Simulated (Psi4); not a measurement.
# GaHClO (SMILES [O][GaH][Cl]): levels of theory compared

Aim: a comparison of 5 runs (UHF/3-21G, UBP86/3-21G, UB3LYP/6-31G*, UB2PLYP/6-31G**, UMP2/def2-TZVP) of GaHClO. 

The results are computed with Psi4 1.11.

7 further runs of the same task are left out: 3 for a known fault of the program, 4 that didn't finish.

### Step 1. The structure to begin with

The species is GaHClO (4 atoms), meant as a doublet with charge 0. As SMILES, `[O][GaH][Cl]`. The coordinates come from a PBE0-D4/def2-TZVP relaxation.

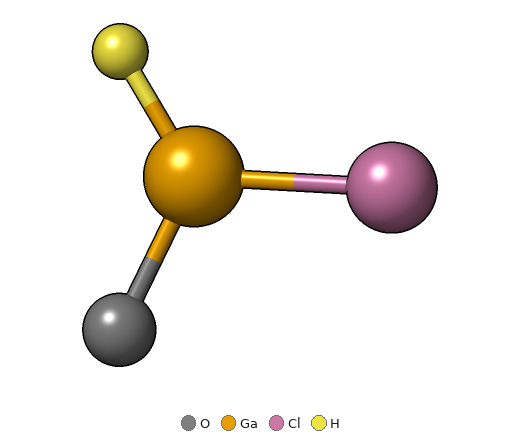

Viewed from a chosen angle; oxygen grey, gallium amber, chlorine pink, hydrogen yellow.

### Step 2. Energy and forces at UHF/3-21G (run 1)

File input.json:

```json
{
 "schema_name": "qcschema_input",
 "schema_version": 1,
 "molecule": {
  "schema_name": "qcschema_molecule",
  "schema_version": 2,
  "symbols": ["O", "Ga", "Cl", "H"],
  "geometry": [-3.28774551, -0.22242076, -0.40099988, 0.05839254, 0.27268748, -0.11565124, 1.98553524, -2.94287049, 1.33943788, 1.34869754, 2.77884227, -0.86114819],
  "molecular_charge": 0,
  "molecular_multiplicity": 2,
  "fix_symmetry": "c1",
  "fix_com": true,
  "fix_orientation": true
 },
 "driver": "gradient",
 "model": {
  "method": "hf",
  "basis": "3-21G"
 },
 "keywords": {
  "reference": "uhf",
  "puream": true,
  "e_convergence": 1e-09,
  "d_convergence": 1e-08,
  "scf_type": "pk",
  "maxiter": 200
 }
}
```

Run with:

```
$ psi4 --qcschema input.json -n 1 --memory 1600MB
```

stdout:

```text
[...]
  Running in c1 symmetry.
[...]
  Nuclear repulsion =  240.936455086215517
[...]
  Multiplicity = 2
[...]
  Nalpha       = 29
  Nbeta        = 28
[...]
    Number of basis functions: 46
[...]
   @UHF iter   1: -2445.81210690931221   -4.58526e+00   1.63807e-02 DIIS/ADIIS
[...]
   @UHF iter  17: -2446.21783345898803   -2.27374e-12   8.60102e-09 DIIS
[...]
   @S^2 Observed:                7.564426556E-01
[...]
  @UHF Final Energy: -2446.21783345898803
   => Energetics <=
    Nuclear Repulsion Energy =            240.9364550862155170
    One-Electron Energy =               -3890.3609335796013511
    Two-Electron Energy =                1203.2066450343975248
    Total Energy =                      -2446.2178334589880251
  UHF NO Occupations:
  HONO-2 :   27  A 1.9986450
  HONO-1 :   28  A 1.9983958
[...]
  -Total Gradient:
     Atom            X                  Y                   Z
    ------   -----------------  -----------------  -----------------
       1       -0.010774717875    -0.002709925913    -0.000517944576
       2        0.028099253465    -0.020804039149     0.011631629498
       3       -0.016265655818     0.024458483152    -0.011301208744
       4       -0.001058879764    -0.000944518086     0.000187523822
[...]
```

The result, in JSON:

```text
{
 "driver": "gradient",
 "model": {
  "method": "hf",
  "basis": "3-21G"
 },
 "success": true,
 "return_result": [-0.010774717874728945, -0.002709925912658881, -0.0005179445755316859, 0.028099253465013085, -0.02080403914946472, 0.011631629497815215, -0.01626565581835554, 0.024458483152480892, -0.011301208744387281, -0.001058879763563933, -0.0009445180861308022, 0.0001875238222454334],
 "properties": {
  "calcinfo_nbasis": 46,
  "calcinfo_nmo": 46,
  "calcinfo_nalpha": 29,
  "calcinfo_nbeta": 28,
  "calcinfo_natom": 4,
  "nuclear_repulsion_energy": 240.93645508621552,
  "return_energy": -2446.217833458988,
  "return_gradient": [-0.010774717874728945, -0.002709925912658881, -0.0005179445755316859, 0.028099253465013085, -0.02080403914946472, 0.011631629497815215, -0.01626565581835554, 0.024458483152480892, -0.011301208744387281, -0.001058879763563933, -0.0009445180861308022, 0.0001875238222454334],
  "scf_one_electron_energy": -3890.3609335796014,
  "scf_two_electron_energy": 1203.2066450343975,
  "scf_dipole_moment": [0.2784611317134509, 1.0371411852957593, -0.34286036158740174],
  "scf_total_energy": -2446.217833458988,
  "scf_total_gradient": [-0.010774717874728945, -0.002709925912658881, -0.0005179445755316859, 0.028099253465013085, -0.02080403914946472, 0.011631629497815215, -0.01626565581835554, 0.024458483152480892, -0.011301208744387281, -0.001058879763563933, -0.0009445180861308022, 0.0001875238222454334],
  "scf_iterations": 17
 }
}
```

Wall time 1.7 s (1 thread of Intel Xeon 6975P-C (Granite Rapids), shared host); peak memory 0.2 GiB.

### Step 3. Energy and gradient at UBP86/3-21G (run 2)

File input.in:

```
memory 1600 MB

molecule molecule1 {
  0 2
  O     -1.739800    -0.117700    -0.212200
  Ga     0.030900     0.144300    -0.061200
  Cl     1.050700    -1.557300     0.708800
  H      0.713700     1.470500    -0.455700
  symmetry c1
  no_reorient
  no_com
}

set basis 3-21G
set reference uks
set puream true
set e_convergence 1e-09
set d_convergence 1e-08
set scf_type pk
set dft_radial_points 99
set dft_spherical_points 590
set maxiter 200

E, wfn = gradient('bp86', return_wfn=True)
oeprop(wfn, 'WIBERG_LOWDIN_INDICES', 'QUADRUPOLE', 'MULLIKEN_CHARGES', title='BP86')
```

Run with:

```
$ psi4 -n 1 input.in input.out
```

input.out:

```text
[...]
  Running in c1 symmetry.
[...]
  Nuclear repulsion =  240.936454910321658
[...]
  Multiplicity = 2
[...]
  Nalpha       = 29
  Nbeta        = 28
[...]
    Number of basis functions: 46
[...]
   @UKS iter   1: -2448.57760945304472   -2.99352e+00   1.68453e-02 ADIIS/DIIS
[...]
   @UKS iter  14: -2449.07999166467789   -1.81899e-12   2.47556e-09 DIIS
[...]
   @S^2 Observed:                7.540055305E-01
[...]
  @UKS Final Energy: -2449.07999166467789
   => Energetics <=
    Nuclear Repulsion Energy =            240.9364549103216575
    One-Electron Energy =               -3890.5495974300533817
    Two-Electron Energy =                1312.9482031517188716
    DFT Exchange-Correlation Energy =    -112.4150522966652517
    Empirical Dispersion Energy =           0.0000000000000000
    VV10 Nonlocal Energy =                  0.0000000000000000
    Total Energy =                      -2449.0799916646778911
[...]
  -Total Gradient:
     Atom            X                  Y                   Z
    ------   -----------------  -----------------  -----------------
       1       -0.018402884392    -0.003864075497    -0.001156918795
       2        0.036032075385    -0.021031305422     0.012817588106
       3       -0.016814737108     0.024586727449    -0.011423055474
       4       -0.000904077223     0.000334390414    -0.000259825506
[...]
  Mulliken Charges: (a.u.)
   Center  Symbol    Alpha    Beta     Spin     Total
       1     O     4.61949  3.64904  0.97046 -0.26853
       2    GA    15.14933 15.20620 -0.05687  0.64447
       3    CL     8.68716  8.64593  0.04123 -0.33308
       4     H     0.54402  0.49883  0.04518 -0.04285
   Total alpha = 29.00000, Total beta = 28.00000, Total charge = -0.00000
  Wiberg Bond Indices using Orthogonal Lowdin Orbitals:
  Total Bond Index:
  Irrep: 1 Size: 4 x 4
[...]
```

Run time: 5.4 s. Hardware: 1 thread of Intel Xeon 6975P-C (Granite Rapids), shared host; peak memory 0.45 GiB.

Runs 3 to 4 aren't shown in full; the table further down has their settings and results.

### Step 4. The energy at UMP2/def2-TZVP (run 5)

File run.py:

```python
import numpy as np
from ase.calculators.psi4 import Psi4
from ase import Atoms

atoms = Atoms(['O', 'Ga', 'Cl', 'H'], positions=[
    [-1.739800, -0.117700, -0.212200],
    [0.030900, 0.144300, -0.061200],
    [1.050700, -1.557300, 0.708800],
    [0.713700, 1.470500, -0.455700],
])
calc = Psi4(atoms=atoms, method='mp2', basis='def2-TZVP', memory='1600MB', num_threads=1, charge=0, multiplicity=2, label='psi4-calc', reference='uhf')
calc.psi4.set_options({'puream': True, 'e_convergence': 1e-09, 'd_convergence': 1e-08, 'scf_type': 'pk', 'num_frozen_docc': 15, 'mp2_type': 'conv', 'maxiter': 200})
atoms.calc = calc

print(f'energy: {atoms.get_potential_energy():.6f} eV')
```

Run with:

```
$ python run.py
```

psi4-calc.dat:

```text
[...]
  Running in c1 symmetry.
[...]
  Nuclear repulsion =  240.936454910321658
[...]
  Multiplicity = 2
[...]
  Nalpha       = 29
  Nbeta        = 28
[...]
    Number of basis functions: 122
[...]
   @UHF iter   1: -2456.34591911990719   -2.80274e+00   2.45340e-02 ADIIS/DIIS
[...]
   @UHF iter  26: -2458.27286728194531   -3.79259e-10   6.94667e-09 DIIS
[...]
   @S^2 Observed:                7.594044367E-01
[...]
  @UHF Final Energy: -2458.27286728194531
   => Energetics <=
    Nuclear Repulsion Energy =            240.9364549103216575
    One-Electron Energy =               -3904.6902386237920837
    Two-Electron Energy =                1205.4809164315252019
    Total Energy =                      -2458.2728672819453095
  UHF NO Occupations:
  HONO-2 :   27  A 1.9985106
  HONO-1 :   28  A 1.9978930
[...]
 Multipole Moments:
 ------------------------------------------------------------------------------------
     Multipole            Electronic (a.u.)      Nuclear  (a.u.)        Total (a.u.)
 ------------------------------------------------------------------------------------
 L = 1.  Multiply by 2.5417464519 to convert [e a0] to [Debye]
 Dipole X            :          0.3261898            0.1307370            0.4569268
 Dipole Y            :          1.2670232           -0.5616012            0.7054219
 Dipole Z            :         -0.4200545            0.2243643           -0.1956902
 Magnitude           :                                                    0.8629582
[...]
	SCS-MP2 Total Energy (a.u.)        : -2458.83752977000768
	SOS-MP2 Total Energy (a.u.)        : -2458.78423923389300
	SCSN-MP2 Total Energy (a.u.)       : -2458.55424131263226
[...]
	SOS-PI-MP2 Total Energy (a.u.)     : -2458.86946789255080
[...]
	MP2 Total Energy (a.u.)            : -2458.85888218357968
[...]
```

On the terminal:

```text
energy: -66908.958223 eV
```

It took 13 s on 1 thread of Intel Xeon 6975P-C (Granite Rapids), shared host; peak memory 1 GiB.

### Step 5. Overview of the runs

```tsv
run	level	integration grid	task	energy (Eh)	dipole moment (D)	HOMO energy (eV)	LUMO energy (eV)	wall time
1	UHF/3-21G	–	gradient	-2446.217833	2.87	-12.31	1.27	1.7 s
2	UBP86/3-21G	99 radial × 590 angular	gradient	-2449.079992	2.15	-7.07	-6.09	5.4 s
3	UB3LYP/6-31G* (spherical functions)	99 radial × 590 angular	gradient	-2460.627112	2.03	-8.63	-4.80	13 s
4	UB2PLYP/6-31G** (density fitting for correlation, spherical functions)	99 radial × 590 angular	energy	-2459.994697	–	-10.29	-1.83	11 s
5	UMP2/def2-TZVP	–	energy	-2458.858882	–	-12.47	1.36	13 s
```

### Step 6. What came out

| quantity | value |
| --- | --- |
| run 5: total energy | -2458.85888 Eh |
| run 5: HOMO energy (Hartree–Fock orbitals) (highest over α and β) | -12.47 eV |
| run 5: LUMO energy (Hartree–Fock orbitals) (lowest over α and β) | 1.36 eV |
| run 5: correlation energy (15 core orbitals frozen) | -586.0 mEh |
| run 5: ⟨S²⟩ of the reference determinant | 0.759 |

In words: Over runs 1, 2, 3 the dipole moment (its size) runs from 2.03 D (UB3LYP/6-31G*) to 2.87 D (UHF/3-21G). The two ends differ in method and basis. Totals of different functionals can't be ranked against each other. All runs together took 44 s, the longest 13 s.
